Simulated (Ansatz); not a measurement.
# B2PH+ (quartet): from Hartree-Fock to the top rungs, cc-pVDZ

Aim: climb from Hartree-Fock through coupled cluster for B2PH+ (quartet) at one geometry and basis, and see what each rung misses.

Computed with Ansatz 0.2.0, Gaussian basis. Level: cc-pVDZ, core rule «outside noble gas», up to 7 orbitals frozen.

Plan: UHF; CCSD(T) on ROHF; CCSD(T) on UHF; BCCD(T) on ROHF; CISD as a restricted active space (open shells left free, so some higher excitations enter); CCSDT(Q) on ROHF; CCSDT(Q) on UHF.

19 further runs of the same task are left out: 1 for a known fault of the program, 6 that didn't finish, 12 set aside as unsound or not needed. Runs told in other sessions of the task aren't counted.

## Step 1: The system

The geometry is a PBE0/def2-TZVP stationary point (not a proven minimum) of the parent state, kept for this charge and spin.

4 atoms, charge 1, spin multiplicity 4.

Atoms are counted from 1 here; the program's logs count them from 0.

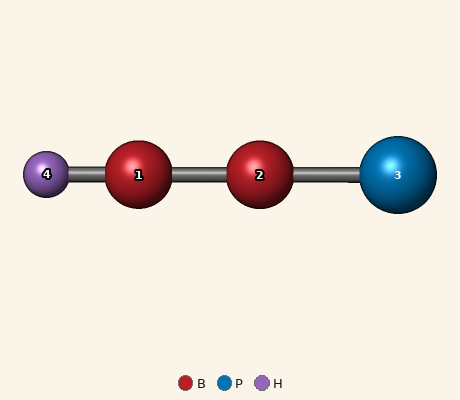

The geometry (boron red, phosphorus blue, hydrogen purple); atoms are numbered from 1 in the order of the file.

In the tables R marks a restricted open-shell determinant and U an unrestricted one; energies count from the table's Hartree-Fock row.

## Step 2: UHF

in.yaml reads:

```yaml
crystal:
  periodic: [false, false, false]
  atoms:
    - {symbol: B, position_ang: [0.000000, 0.000000, 0.922225]}
    - {symbol: B, position_ang: [0.000000, 0.000000, -0.629175]}
    - {symbol: P, position_ang: [0.000000, 0.000000, -2.392075]}
    - {symbol: H, position_ang: [0.000000, 0.000000, 2.099025]}
basis:
  gaussian: {orbitals: cc-pVDZ}
total_charge: 1
magnetization: {spin_polarized: true, initial_magnetization: 3}
hamiltonian: {xc: hf}
output: {orbitals: {seedname: orbitals}}
```

Command:

```
$ ansatz run in.yaml --threads 1 --pin off --events-out ev --progress --plain --max-ram 2393MiB
```

What it wrote:

```text
Functional definition: HF
  name "HF"
  cite "Fock, Z. Phys. 61, 126 (1930) doi:10.1007/BF01340294"
  parent pbe
  exchange = exact_x
  correlation = 0
500 factors; integrals over basis functions are off by at most 1.3e-3 eV
mean field evaluation 1: about -10618.7742 eV, gradient 9.9e0 eV
mean field evaluation 2: about -10618.9061 eV, gradient 9.8e0 eV
mean field evaluation 4: about -10620.0074 eV, gradient 1.0e0 eV
mean field evaluation 8: about -10620.0275 eV, gradient 1.9e-3 eV
mean field evaluation 16: about -10617.3155 eV, gradient 8.2e0 eV
mean field evaluation 32: about -10607.5874 eV, gradient 1.2e1 eV
mean field -10620.02750934 eV, -390.2788124551 hartree, gradient 6.9e-5 eV, S^2 3.773786; 0 other end points of the search recorded, 0 dependent functions left out
reference -10620.02750934 eV, -390.2788124551 hartree; 14, 11 occupied and 37, 40 virtual orbitals, 500 factors
Total energy: -10620.02750934 eV, -390.2788124551 hartree
```

Wall time 0.45 s (1 thread of INTEL XEON PLATINUM 8581C at 2.30GHz, shared host).

From the report: ⟨S²⟩ of the determinant 3.774 (pure quartet: 3.75).

## Step 3: CCSD(T) on ROHF

in.yaml: that of step 2 with these lines changed.

```diff
@@ -10,4 +10,3 @@
 total_charge: 1
-magnetization: {spin_polarized: true, initial_magnetization: 3}
-hamiltonian: {xc: hf}
-output: {orbitals: {seedname: orbitals}}
+magnetization: {spin_polarized: false, initial_magnetization: 3}
+correlation: {method: ccsd_t, electrons: outside_noble_gas}
```

The command is unchanged.

What it wrote, shortened:

```text
Functional definition: HF
  name "HF"
  cite "Fock, Z. Phys. 61, 126 (1930) doi:10.1007/BF01340294"
  parent pbe
[...]
500 factors; integrals over basis functions are off by at most 1.3e-3 eV
[...]
mean field -10619.84525883 eV, -390.2721148722 hartree, gradient 1.2e-6 eV, S^2 3.750000; 4 other end points of the search recorded, 0 dependent functions left out
[...]
determinant -10619.84525883 eV, -390.2721148722 hartree, with singles and doubles -10625.92378344 eV, -390.4954965316 hartree
determinant -10617.76467032 eV, -390.1956546549 hartree, with singles and doubles -10624.30628911 eV, -390.4360547115 hartree
determinant -10617.32314915 eV, -390.1794290510 hartree, with singles and doubles -10623.88495458 eV, -390.4205709528 hartree
7 core orbitals not correlated: weight in the atoms' cores, before any rotation towards them, 1.000 or more for the frozen orbitals, at most 0.000 for the correlated occupied ones
reference -10619.84525883 eV, -390.2721148722 hartree; 7, 4 occupied and 37, 40 virtual orbitals, 500 factors
second order -4.83882939 eV of doubles, -0.09994352 eV of singles
cycle   1  -6.07860320 eV  change   -7.9e-5 eV  update   8.5e-4
[...]
cycle   7  -6.07872763 eV  change   -7.1e-6 eV  update   3.5e-6
perturbative correction -0.19003023 eV, -0.0069834820 hartree
Total energy: -10626.11401669 eV, -390.5024874745 hartree
```

Wall time 2.4 s (1 thread of INTEL XEON PLATINUM 8581C at 2.30GHz, shared host).

From the report: correlation -6.2688 eV; T1 0.022; largest double amplitude 0.05.

## Step 4: CCSD(T) on UHF

in.yaml: that of step 3 with these lines changed.

```diff
@@ -10,3 +10,3 @@
 total_charge: 1
-magnetization: {spin_polarized: false, initial_magnetization: 3}
+magnetization: {spin_polarized: true, initial_magnetization: 3}
 correlation: {method: ccsd_t, electrons: outside_noble_gas}
```

Launched as before.

What it wrote, shortened:

```text
Functional definition: HF
  name "HF"
  cite "Fock, Z. Phys. 61, 126 (1930) doi:10.1007/BF01340294"
  parent pbe
[...]
500 factors; integrals over basis functions are off by at most 1.3e-3 eV
[...]
mean field -10620.02750934 eV, -390.2788124551 hartree, gradient 2.1e-6 eV, S^2 3.773786; 6 other end points of the search recorded, 0 dependent functions left out
determinant -10620.02750934 eV, -390.2788124551 hartree, with singles and doubles -10625.92889500 eV, -390.4956843780 hartree
determinant -10618.22140505 eV, -390.2124393467 hartree, with singles and doubles -10624.29132912 eV, -390.4355049419 hartree
determinant -10617.70103598 eV, -390.1933161362 hartree, with singles and doubles -10623.90200505 eV, -390.4211975463 hartree
7 core orbitals not correlated: weight in the atoms' cores, before any rotation towards them, 1.000 or more for the frozen orbitals, at most 0.000 for the correlated occupied ones
reference -10620.02750934 eV, -390.2788124551 hartree; 7, 4 occupied and 37, 40 virtual orbitals, 500 factors
second order -4.72052249 eV of doubles, -0.00000000 eV of singles
cycle   1  -5.90135840 eV  change    2.7e-5 eV  update   9.5e-4
[...]
cycle   7  -5.90147996 eV  change   -1.1e-5 eV  update   3.9e-6
perturbative correction -0.18535703 eV, -0.0068117451 hartree
Total energy: -10626.11434633 eV, -390.5024995886 hartree
```

Run time: 3.4 s. Hardware: 1 thread of INTEL XEON PLATINUM 8581C at 2.30GHz, shared host.

From the report: ⟨S²⟩ of the determinant 3.774 (pure quartet: 3.75); correlation -6.0868 eV; T1 0.021; largest double amplitude 0.05.

## Step 5: BCCD(T) on ROHF

in.yaml: that of step 4 with these lines changed.

```diff
@@ -10,3 +10,3 @@
 total_charge: 1
-magnetization: {spin_polarized: true, initial_magnetization: 3}
-correlation: {method: ccsd_t, electrons: outside_noble_gas}
+magnetization: {spin_polarized: false, initial_magnetization: 3}
+correlation: {method: bccd_t, electrons: outside_noble_gas}
```

The command is unchanged.

What it wrote, shortened:

```text
Functional definition: HF
  name "HF"
  cite "Fock, Z. Phys. 61, 126 (1930) doi:10.1007/BF01340294"
  parent pbe
[...]
500 factors; integrals over basis functions are off by at most 1.3e-3 eV
[...]
mean field -10619.84525883 eV, -390.2721148722 hartree, gradient 1.2e-6 eV, S^2 3.750000; 4 other end points of the search recorded, 0 dependent functions left out
[...]
determinant -10619.84525883 eV, -390.2721148722 hartree, with singles and doubles -10625.92378344 eV, -390.4954965316 hartree
determinant -10617.76467032 eV, -390.1956546549 hartree, with singles and doubles -10624.30628911 eV, -390.4360547115 hartree
determinant -10617.32314915 eV, -390.1794290510 hartree, with singles and doubles -10623.88495458 eV, -390.4205709528 hartree
7 core orbitals not correlated: weight in the atoms' cores, before any rotation towards them, 1.000 or more for the frozen orbitals, at most 0.000 for the correlated occupied ones
reference -10619.84525883 eV, -390.2721148722 hartree; 7, 4 occupied and 37, 40 virtual orbitals, 500 factors
second order -4.83882939 eV of doubles, -0.09994352 eV of singles
cycle   1  -6.07882042 eV  change   -3.0e-4 eV  update   7.2e-3
[...]
cycle   9  -6.07596028 eV  change    2.1e-6 eV  update   6.3e-6
perturbative correction -0.19314585 eV, -0.0070979791 hartree
Total energy: -10626.11436496 eV, -390.5025002733 hartree
```

Wall time 2.6 s (1 thread of INTEL XEON PLATINUM 8581C at 2.30GHz, shared host).

From the report: correlation -6.2691 eV; largest double amplitude 0.05.

## Step 6: CISD as a restricted active space (open shells left free, so some higher excitations enter)

in.yaml: that of step 5 with these lines changed.

```diff
@@ -11,2 +11,2 @@
 magnetization: {spin_polarized: false, initial_magnetization: 3}
-correlation: {method: bccd_t, electrons: outside_noble_gas}
+correlation: {active_space: {ras: {orbitals: [4, 3, 37], electrons: 11, max_holes: 2, max_particles: 2}, fixed_orbitals: true}}
```

Launched as before.

What it wrote:

```text
Functional definition: HF
  name "HF"
  cite "Fock, Z. Phys. 61, 126 (1930) doi:10.1007/BF01340294"
  parent pbe
  exchange = exact_x
  correlation = 0
500 factors; integrals over basis functions are off by at most 1.3e-3 eV
mean field evaluation 1: about -10618.6300 eV, gradient 1.3e1 eV
mean field evaluation 2: about -10618.7579 eV, gradient 1.3e1 eV
mean field evaluation 4: about -10619.8254 eV, gradient 1.6e0 eV
mean field evaluation 8: about -10619.8453 eV, gradient 1.9e-3 eV
mean field evaluation 16: about -10619.8225 eV, gradient 1.4e0 eV
mean field -10619.84525883 eV, -390.2721148722 hartree, gradient 1.2e-6 eV, S^2 3.750000; 2 other end points of the search recorded, 0 dependent functions left out
reference -10619.84525883 eV, -390.2721148722 hartree; 14, 11 occupied and 37, 40 virtual orbitals, 500 factors
state -10625.45087459 eV, -390.4781174518 hartree
Total energy: -10625.45087459 eV, -390.4781174518 hartree
```

It took 5.5 s on 1 thread of INTEL XEON PLATINUM 8581C at 2.30GHz, shared host.

From the report: 76,073 determinants.

## Step 7: CCSDT(Q) on ROHF

in.yaml: that of step 6 with these lines changed.

```diff
@@ -11,2 +11,2 @@
 magnetization: {spin_polarized: false, initial_magnetization: 3}
-correlation: {active_space: {ras: {orbitals: [4, 3, 37], electrons: 11, max_holes: 2, max_particles: 2}, fixed_orbitals: true}}
+correlation: {method: ccsdt_q, electrons: outside_noble_gas}
```

Same command.

What it wrote, shortened:

```text
Functional definition: HF
  name "HF"
  cite "Fock, Z. Phys. 61, 126 (1930) doi:10.1007/BF01340294"
  parent pbe
[...]
896 factors; integrals over basis functions are off by at most 2.2e-7 eV
[...]
mean field -10619.84527293 eV, -390.2721153906 hartree, gradient 1.1e-6 eV, S^2 3.750000; 4 other end points of the search recorded, 0 dependent functions left out
[...]
determinant -10619.84527293 eV, -390.2721153906 hartree, with singles and doubles -10625.92379924 eV, -390.4954971123 hartree
determinant -10617.76468674 eV, -390.1956552583 hartree, with singles and doubles -10624.30630369 eV, -390.4360552471 hartree
determinant -10617.32316490 eV, -390.1794296299 hartree, with singles and doubles -10623.88496921 eV, -390.4205714905 hartree
7 core orbitals not correlated: weight in the atoms' cores, before any rotation towards them, 1.000 or more for the frozen orbitals, at most 0.000 for the correlated occupied ones
reference -10619.84527293 eV, -390.2721153906 hartree; 7, 4 occupied and 37, 40 virtual orbitals, 896 factors
second order -4.83884024 eV of doubles, -0.09994341 eV of singles
cycle   1  -5.76831771 eV  change   -8.3e-1 eV  update   8.1e-2
[...]
cycle  17  -6.31167761 eV  change    5.9e-7 eV  update   4.9e-7
perturbative correction -0.01112924 eV, -0.0004089922 hartree
Total energy: -10626.16807979 eV, -390.5044742569 hartree
```

Run time: 33 s. Hardware: 1 thread of INTEL XEON PLATINUM 8581C at 2.30GHz, shared host; peak memory 0.77 GiB.

From the report: correlation -6.3228 eV; T1 0.023; largest double amplitude 0.07.

## Step 8: CCSDT(Q) on UHF

in.yaml: that of step 7 with these lines changed.

```diff
@@ -10,3 +10,3 @@
 total_charge: 1
-magnetization: {spin_polarized: false, initial_magnetization: 3}
+magnetization: {spin_polarized: true, initial_magnetization: 3}
 correlation: {method: ccsdt_q, electrons: outside_noble_gas}
```

Launched as before.

What it wrote, shortened:

```text
Functional definition: HF
  name "HF"
  cite "Fock, Z. Phys. 61, 126 (1930) doi:10.1007/BF01340294"
  parent pbe
[...]
896 factors; integrals over basis functions are off by at most 2.2e-7 eV
[...]
mean field -10620.02752347 eV, -390.2788129744 hartree, gradient 3.1e-6 eV, S^2 3.773786; 6 other end points of the search recorded, 0 dependent functions left out
determinant -10620.02752347 eV, -390.2788129744 hartree, with singles and doubles -10625.92891093 eV, -390.4956849634 hartree
determinant -10618.22142506 eV, -390.2124400819 hartree, with singles and doubles -10624.29134422 eV, -390.4355054967 hartree
determinant -10617.70105385 eV, -390.1933167926 hartree, with singles and doubles -10623.90201823 eV, -390.4211980307 hartree
7 core orbitals not correlated: weight in the atoms' cores, before any rotation towards them, 1.000 or more for the frozen orbitals, at most 0.000 for the correlated occupied ones
reference -10620.02752347 eV, -390.2788129744 hartree; 7, 4 occupied and 37, 40 virtual orbitals, 896 factors
second order -4.72053276 eV of doubles, -0.00000000 eV of singles
cycle   1  -5.55399870 eV  change   -8.3e-1 eV  update   8.3e-2
[...]
cycle  17  -6.13029519 eV  change    6.8e-7 eV  update   5.3e-7
perturbative correction -0.01120982 eV, -0.0004119533 hartree
Total energy: -10626.16902848 eV, -390.5045091206 hartree
```

Run time: 28 s. Hardware: 1 thread of INTEL XEON PLATINUM 8581C at 2.30GHz, shared host; peak memory 0.59 GiB.

From the report: ⟨S²⟩ of the determinant 3.774 (pure quartet: 3.75); correlation -6.1415 eV; T1 0.022; largest double amplitude 0.07.

## Step 9: All levels against the top one

The yardstick is UCCSDT(Q), where the cluster series has nearly closed. Rows without a time are mean-field rows or come out of runs for another level: lower rungs of the coupled-cluster runs, or the Hartree-Fock search.

Differences are taken before rounding.

```tsv
method	energy from the lowest ROHF (meV)	from UCCSDT(Q) (meV)	time
ROHF	0.0	+6323.8	
UHF	-182.3	+6141.5	
RMP2	-4938.8	+1385.0	
UMP2	-4902.8	+1421.0	
CISD	-5605.6	+718.2	5.5 s
RCCSD	-6078.7	+245.0	
UCCSD	-6083.7	+240.0	
RCCSD(T)	-6268.8	+55.0	2.4 s
UCCSD(T)	-6269.1	+54.7	3.4 s
BCCD(T)	-6269.1	+54.7	2.6 s
RCCSDT	-6311.7	+12.1	
UCCSDT	-6312.6	+11.2	
RCCSDT(Q)	-6322.8	+0.9	33 s
UCCSDT(Q)	-6323.8	0	28 s
```

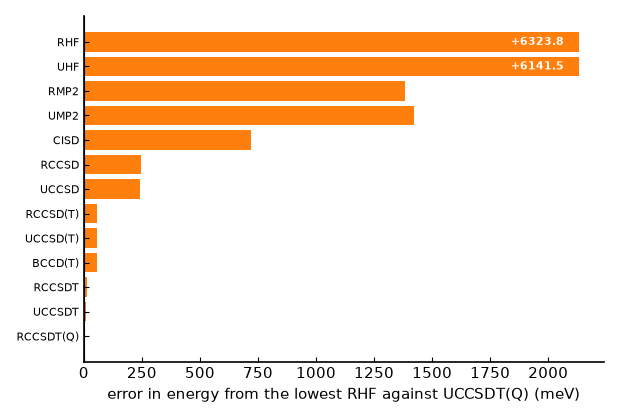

How far each level lands from UCCSDT(Q). Bars with a number in them are cut short.

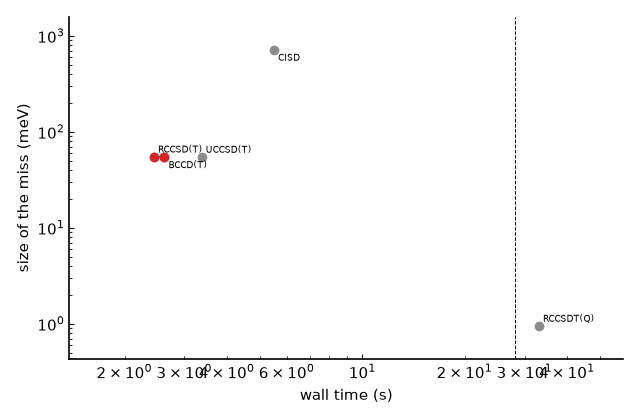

Miss against cost. Red marks the levels that no quicker level drawn beats (of those quicker than the yardstick), and the dashed line is the time of UCCSDT(Q). Times are from a shared host.

## Step 10: Outcome

```
                         quantity                      value
    UCCSDT(Q) from the ROHF energy                 -6.3238 eV
              RMP2 from UCCSDT(Q)                +1385.0 meV
              UMP2 from UCCSDT(Q)                +1421.0 meV
             RCCSD from UCCSDT(Q)                 +245.0 meV
          RCCSD(T) from UCCSDT(Q)                  +55.0 meV
          UCCSD(T) from UCCSDT(Q)                  +54.7 meV
         RCCSDT(Q) from UCCSDT(Q)                   +0.9 meV
levels within 1 kcal/mol (43 meV)  RCCSDT, UCCSDT, RCCSDT(Q)
                    T1 diagnostic                      0.022
```

What this shows: RCCSD(T) misses by +55.0 meV, 0.9 % of the correlation energy. These misses are within one basis, not against nature; the frozen cores of restricted and unrestricted runs differ, which can shift their rows.

With open shells the CI space here admits some higher excitations, so it is larger than plain CISD.

BCCD(T) reaches 54.7 meV from the reference in 2.6 s, where UCCSDT(Q) took 28 s; the quickest level in the cost chart, RCCSD(T), takes 2.4 s and misses by 55.0 meV.
